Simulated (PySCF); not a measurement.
| atom | x (Å) | y (Å) | z (Å) |
| --- | --- | --- | --- |
| C | -0.7161 | -0.5216 | -0.8497 |
| C | -0.0882 | -1.8193 | -0.5873 |
| C | -0.8982 | 0.7031 | -0.0725 |
| Si | 0.7181 | 1.3496 | 0.7037 |
| H | 0.9971 | -1.7373 | -0.3726 |
| H | -0.1918 | -2.4916 | -1.4543 |
| H | -0.5479 | -2.3383 | 0.2788 |
| H | -1.6371 | 0.5745 | 0.7486 |
| H | -1.2951 | 1.5148 | -0.7086 |
| H | 1.7284 | 1.6145 | -0.3651 |
| H | 0.4637 | 2.6130 | 1.4637 |
| H | 1.2766 | 0.3315 | 1.6456 |

Geometry: PBE0-D3(BJ)/def2-SVP.

Level of theory: UKS B3LYP, IGLO-III on C Si, pcH-1 on H, non-relativistic, mean-field spin-orbit, GIAO (PySCF).

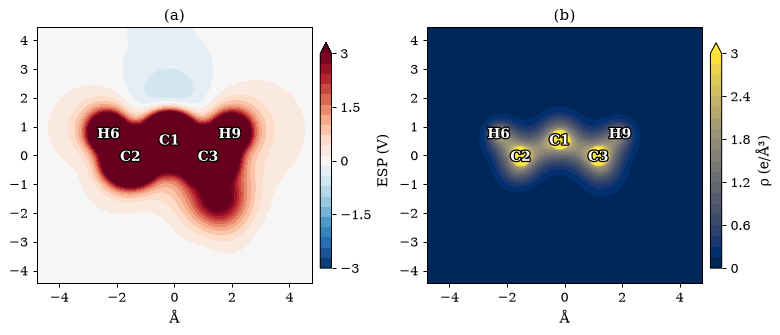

C3H8Si (SMILES C[C]C[SiH3]) (triplet). (a) electrostatic potential; (b) total electron density on the plane of atoms C2, C1 and C3.

Describe what can be read from this map.

Answer. The section cuts through C and H sites.
C–C (1.46 Å): ρ is about 1.8 e/Å³ halfway.
C–H (1.10 Å): ρ at the midpoint is about 1.9 e/Å³.
Outside the dense part of the molecule the potential is most negative (−0.6 V) near C1.
